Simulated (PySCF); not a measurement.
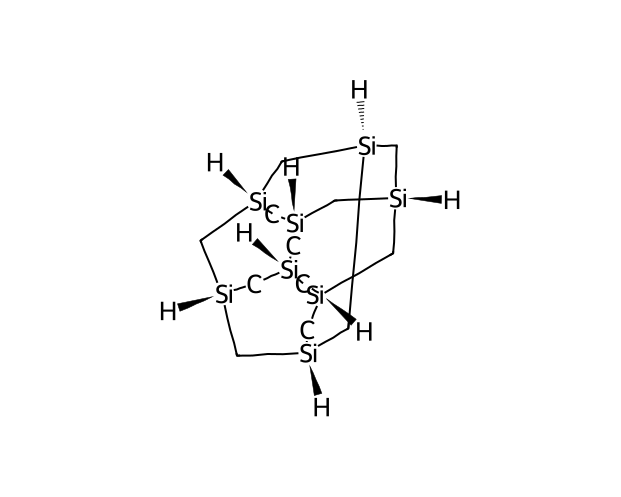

Computed geometry: GFN2-xTB optimisation. No frequency run is at hand to confirm it as a minimum. Level of theory: PBE/6-31G*, gas phase (PySCF 2.14.0). Excitations: vertical, linear response.

Predict the main results.

The species is C12H32Si8 (`C1[SiH]2C[SiH]3C[SiH]4C[SiH]1C[SiH]1C[SiH](C2)C[SiH](C3)C[SiH](C4)C1`).
- HOMO energy (Kohn–Sham orbital): −6.19 eV
- LUMO energy (Kohn–Sham orbital): −0.64 eV
- HOMO–LUMO gap: 5.55 eV
- mean static polarisability: 290.2 bohr³
- lowest vertical singlet excitation: 5.60 eV
- its oscillator strength: 0.000

The geometry is semi-empirical. Around Si such bond lengths and angles can be off by a tenth of an ångström or more and by several degrees, and values that hang on the shape move with them.
